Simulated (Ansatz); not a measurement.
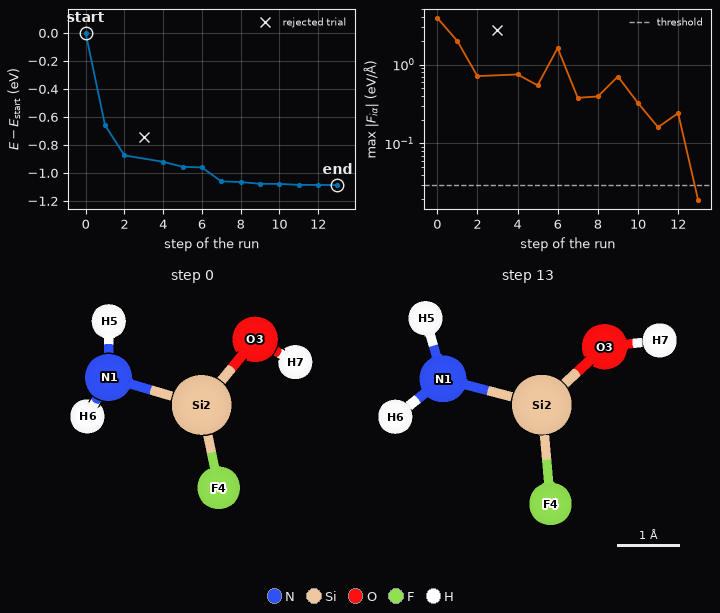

First and last geometry of a relaxation of SiNH3OF (multiplicity 2) (coarse preliminary run), with the history of the run. A ball-and-stick model, seen at a tilt.

The start comes from a force field.

Level of theory: UKS PBE-D4/def2-SVP (Ansatz 0.2.0). Settings: force threshold 0.03 eV/Å; at most 200 steps.

### What do the curves and the structures tell?

It converged. The energy falls by 1.086 eV in 12 accepted moves (13 points after the start). Largest force component: 3.9 eV/Å at the start, 0.019 eV/Å at the end. The line search rejected the trial step at point 3 of the run. The largest move after the best rigid fit is that of H7, 0.81 Å. Largest moves by element: H 0.81 Å, O 0.49 Å, N 0.44 Å, Si 0.37 Å, F 0.27 Å. Some distances before and after: Si2–F4 1.534 → 1.649 Å, N1–Si2 1.635 → 1.736 Å, Si2–O3 1.641 → 1.682 Å, N1–H6 1.056 → 1.024 Å. Bond angles that change, for instance: O3–Si2–F4 103.1° → 112.2°, H5–N1–H6 102.1° → 110.8°, Si2–N1–H6 109.6° → 118.2°. Groups turn about Si2–O3 by about 75°. The run took about 40 core-seconds on a shared host.
